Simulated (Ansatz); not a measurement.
## Electronic structure of C$_{2}$HN (SMILES [C]#C[NH-]) (charge −1, doublet) in real space

The calculation's input:

```
crystal:
  periodic: [false, false, false]
  atoms:
    - symbol: C
      position_ang: [-2.413726, 2.902716, 1.979470]
    - symbol: C
      position_ang: [-1.323653, 2.232084, 1.840501]
    - symbol: N
      position_ang: [-0.185073, 1.636375, 1.693578]
    - symbol: H
      position_ang: [-0.318197, 0.619328, 1.727250]
basis:
  gaussian: {orbitals: def2-TZVPD}
total_charge: -1
magnetization: {spin_polarized: true, initial_magnetization: 1}
hamiltonian: {xc: {name: PBE0}}
output: {forces: true, orbitals: {seedname: orbitals}}
```

Run with:

```sh
ansatz run input.yaml --threads 1 --pin off --max-ram 2610MiB --events-out events.jsonl --progress --plain --runs-dir runs
```

Geometry: PBE0-D3(BJ)/def2-SVPD.

The calculation used isolated molecule in a Gaussian basis; Kohn-Sham density functional theory, functional PBE0 in Ansatz.

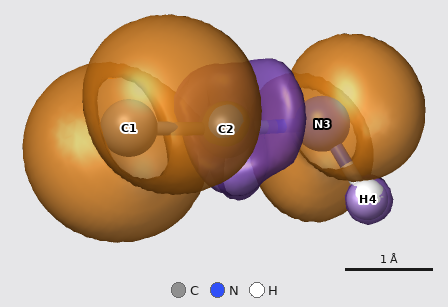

Figure 1. Isosurfaces of the spin density (α minus β) at +0.015 (orange) and −0.015 e/Å³ (purple), seen at a tilt.

> Which atoms carry the spin?

The unpaired spin (1 electron) lies mostly on C1 (about 0.5), N3 (about 0.3) and C2 (about 0.1), in electrons by Hirshfeld's partition.

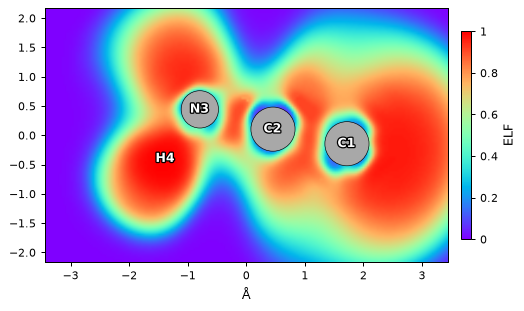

Figure 2. Electron localisation function on the molecular plane. Grey discs cover the atomic cores.

> What do the fields say about this system?

- The section cuts through C, N and H sites.
- C–C (1.29 Å): the ELF peaks at about 0.90 between the atoms: a multiple bond.
- C–N (1.29 Å): the ELF peaks at about 0.90 between the atoms; a covalent bond.
- N–H (1.03 Å): the ELF climbs to about 1 towards the hydrogen, as it does in any bond to H: an ordinary covalent bond to hydrogen.
- The ELF also peaks beside C1 and N3, away from the bonds: non-bonding electrons, paired or unpaired.

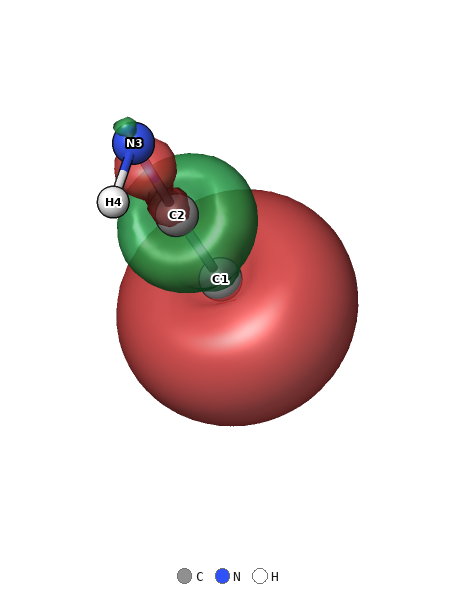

Figure 3. The HOMO−1 (β) at ±0.15 Å⁻³ᐟ² (green and red are the two phases), seen at an oblique angle.

> Describe this orbital and give its energy.

Its weight (Hirshfeld) is mainly on C1 (about 85 %) and C2 (about 10 %); it is symmetric in the molecular plane (an in-plane orbital: σ, lone-pair or in-plane π type). Its energy is −1.38 eV.

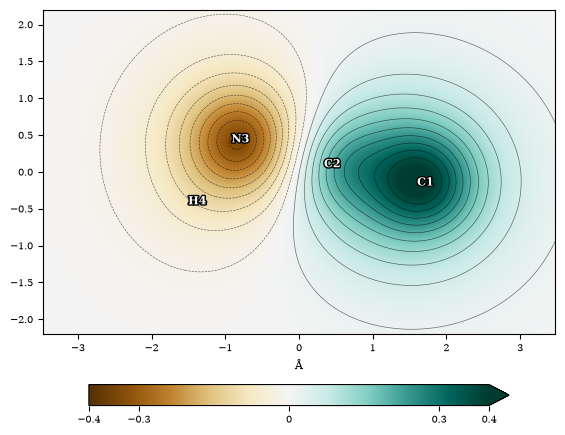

Figure 4. The HOMO (α) on a plane 0.8 Å above the molecular plane (values in Å⁻³ᐟ²; the overall sign is arbitrary).

> Where does this orbital lie, and at what energy?

Its weight (Hirshfeld) is mainly on C1 (about 50 %), N3 (about 30 %) and C2 (about 20 %); it changes sign across the molecular plane (π type); π-bonding across C1–C2; π-antibonding (a node) across C2–N3. Its energy is −0.47 eV.
